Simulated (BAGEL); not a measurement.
**C2H5N (aziridine) at HF/6-31G(d) (density fitting with cc-pvqz-jkfit, spherical functions)**

Aim: the vertical ionisation energy of C2H5N (aziridine) at HF/6-31G* (density fitting with cc-pvqz-jkfit, spherical functions), from 2 runs. 

Program for the calculation: BAGEL 1.2.2.

## Step 1: The structure to begin with

C2H5N: 8 atoms, total charge 0, spin state singlet. As SMILES, `C1CN1`. The coordinates come from a PBE0-D4/def2-TZVP relaxation.

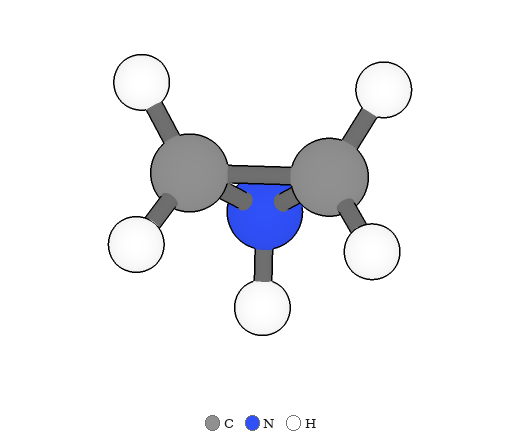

The structure, seen from a chosen angle (carbon grey, nitrogen blue, hydrogen white).

## Step 2: The energy at HF/6-31G(d) (density fitting with cc-pvqz-jkfit, spherical functions)

Contents of job.json:

```json
{ "bagel": [

{
  "title": "molecule",
  "basis": "6-31gs.json",
  "df_basis": "cc-pvqz-jkfit",
  "angstrom": "true",
  "geometry": [
    { "atom": "C", "xyz": [   -0.441950,    0.372860,   -0.526630 ] },
    { "atom": "C", "xyz": [    0.701820,    0.041300,    0.342680 ] },
    { "atom": "N", "xyz": [   -0.646410,   -0.379240,    0.705850 ] },
    { "atom": "H", "xyz": [   -0.523890,   -0.146250,   -1.476300 ] },
    { "atom": "H", "xyz": [   -0.850360,    1.377350,   -0.521460 ] },
    { "atom": "H", "xyz": [    1.130680,    0.803020,    0.984310 ] },
    { "atom": "H", "xyz": [    1.406100,   -0.705720,   -0.009460 ] },
    { "atom": "H", "xyz": [   -0.775990,   -1.363310,    0.501020 ] }
  ]
},
{ "title": "hf" },
{ "title": "print", "file": "orbitals.molden", "orbitals": "true" }

]}
```

The basis set 6-31G* is read from a file made from the Basis Set Exchange's data (not shown).

Launch:

```
$ BAGEL_NUM_THREADS=1 BAGEL job.json > job.out
```

Log:

```text
* using 1 threads per process

  ===============================================================
  ===============================================================

  *** Geometry ***

  { "atom" : "C", "xyz" : [     -0.835164,      0.704603,     -0.995186 ] },
  { "atom" : "C", "xyz" : [      1.326248,      0.078046,      0.647571 ] },
  { "atom" : "N", "xyz" : [     -1.221538,     -0.716660,      1.333863 ] },
  { "atom" : "H", "xyz" : [     -0.990009,     -0.276372,     -2.789803 ] },
  { "atom" : "H", "xyz" : [     -1.606948,      2.602814,     -0.985417 ] },
  { "atom" : "H", "xyz" : [      2.136676,      1.517488,      1.860076 ] },
  { "atom" : "H", "xyz" : [      2.657144,     -1.333618,     -0.017877 ] },
  { "atom" : "H", "xyz" : [     -1.466409,     -2.576283,      0.946791 ] },

  Number of auxiliary basis functions:      573

  Since a DF basis is specified, we compute 2- and 3-index integrals:
    o Being stored without compression. Storage requirement is 0.012 GB

  Number of basis functions:       52
  Number of electrons      :       24

    * METHOD: MOLECULE                             0.28

  *** RHF ***

  === Nuclear Repulsion ===
    76.5777795189

      * DIIS with orbital gradients will be used.

  === RHF iteration (6-31gs.json) ===
      0       -132.92057554          0.02445300           0.03
      1       -133.00899678          0.01243480           0.03
      2       -133.03604461          0.00246140           0.03
      3       -133.03729932          0.00045425           0.03
      4       -133.03734282          0.00012777           0.03
      5       -133.03735049          0.00003866           0.03
      6       -133.03735160          0.00000859           0.03
      7       -133.03735165          0.00000231           0.03
      8       -133.03735166          0.00000038           0.03
      9       -133.03735166          0.00000011           0.03
     10       -133.03735166          0.00000004           0.03
     11       -133.03735166          0.00000001           0.03
     12       -133.03735166          0.00000000           0.03
    * SCF iteration converged.

    * Permanent dipole moment:
           (   -0.397711,     0.256986,     0.621288) a.u.

    * METHOD: HF                                   0.46

    * METHOD: PRINT                                0.01

  ===============================================================
```

It took 0.89 s on 1 thread of Arm Neoverse V1, shared host; peak memory 0.081 GiB.

## Step 3: The doublet cation

job.json, as its differences from that of step 2:

```diff
@@ -6,3 +6,3 @@
   "df_basis": "cc-pvqz-jkfit",
-  "angstrom": "true",
+  "angstrom": true,
   "geometry": [
@@ -18,4 +18,4 @@
 },
-{ "title": "hf" },
-{ "title": "print", "file": "orbitals.molden", "orbitals": "true" }
+{ "title": "uhf", "charge": 1, "nopen": 1 },
+{ "title": "print", "file": "orbitals.molden", "orbitals": true }
```

The basis set 6-31G* is read from a file made from the Basis Set Exchange's data (not shown).

Launch:

```
$ BAGEL_NUM_THREADS=1 BAGEL job.json > job.out
```

Log:

```text
* using 1 threads per process

  ===============================================================
  ===============================================================

  *** Geometry ***

  { "atom" : "C", "xyz" : [     -0.835164,      0.704603,     -0.995186 ] },
  { "atom" : "C", "xyz" : [      1.326248,      0.078046,      0.647571 ] },
  { "atom" : "N", "xyz" : [     -1.221538,     -0.716660,      1.333863 ] },
  { "atom" : "H", "xyz" : [     -0.990009,     -0.276372,     -2.789803 ] },
  { "atom" : "H", "xyz" : [     -1.606948,      2.602814,     -0.985417 ] },
  { "atom" : "H", "xyz" : [      2.136676,      1.517488,      1.860076 ] },
  { "atom" : "H", "xyz" : [      2.657144,     -1.333618,     -0.017877 ] },
  { "atom" : "H", "xyz" : [     -1.466409,     -2.576283,      0.946791 ] },

  Number of auxiliary basis functions:      573

  Since a DF basis is specified, we compute 2- and 3-index integrals:
    o Being stored without compression. Storage requirement is 0.012 GB

  Number of basis functions:       52
  Number of electrons      :       24

    * METHOD: MOLECULE                             0.28

  *** Open-shell HF ***

  === Nuclear Repulsion ===
    76.5777795189

      * DIIS with orbital gradients will be used.

  === UHF iteration (6-31gs.json) ===
      0       -132.62862806          0.03419342           0.06
      1       -132.69831659          0.01584672           0.06
      2       -132.71151378          0.00908673           0.05
      3       -132.71735028          0.00347569           0.06
      4       -132.72076105          0.00182359           0.06
      5       -132.72275238          0.00077719           0.06
      6       -132.72317367          0.00052152           0.06
      7       -132.72343131          0.00019831           0.06
      8       -132.72346467          0.00007050           0.05
      9       -132.72346868          0.00002761           0.06
     10       -132.72346923          0.00001015           0.06
     11       -132.72346930          0.00000491           0.05
     12       -132.72346932          0.00000265           0.06
     13       -132.72346933          0.00000188           0.05
     14       -132.72346934          0.00000083           0.06
     15       -132.72346934          0.00000038           0.06
     16       -132.72346934          0.00000023           0.06
     17       -132.72346934          0.00000010           0.06
     18       -132.72346934          0.00000005           0.06
     19       -132.72346934          0.00000002           0.06
     20       -132.72346934          0.00000001           0.06
     21       -132.72346934          0.00000000           0.06
    * SCF iteration converged.

    * S^2 (UHF) is 0.7598

    * Permanent dipole moment:
           (   -0.009813,     0.397220,     0.164414) a.u.

    * METHOD: UHF                                  1.31

    * METHOD: PRINT                                0.01

  ===============================================================
```

Wall time 1.7 s (1 thread of Arm Neoverse V1, shared host); peak memory 0.081 GiB.

## Step 4: What came out

At HF/6-31G* (density fitting with cc-pvqz-jkfit, spherical functions):

| quantity | value |
| --- | --- |
| singlet C2H5N: total energy | -133.03735 Eh |
| singlet C2H5N: dipole moment | 1.99 D |
| singlet C2H5N: HOMO energy | -10.59 eV |
| singlet C2H5N: LUMO energy | 6.13 eV |
| singlet C2H5N: HOMO–LUMO gap | 16.72 eV |
| doublet cation: total energy | -132.72347 Eh |
| doublet cation: ⟨S²⟩ | 0.760 |
| vertical ionisation energy (to the doublet cation) | 8.541 eV |

The vertical ionisation energy comes to 8.54 eV (824 kJ/mol). −ε(HOMO) before ionisation, 10.59 eV, is 2.05 eV above this ionisation energy.
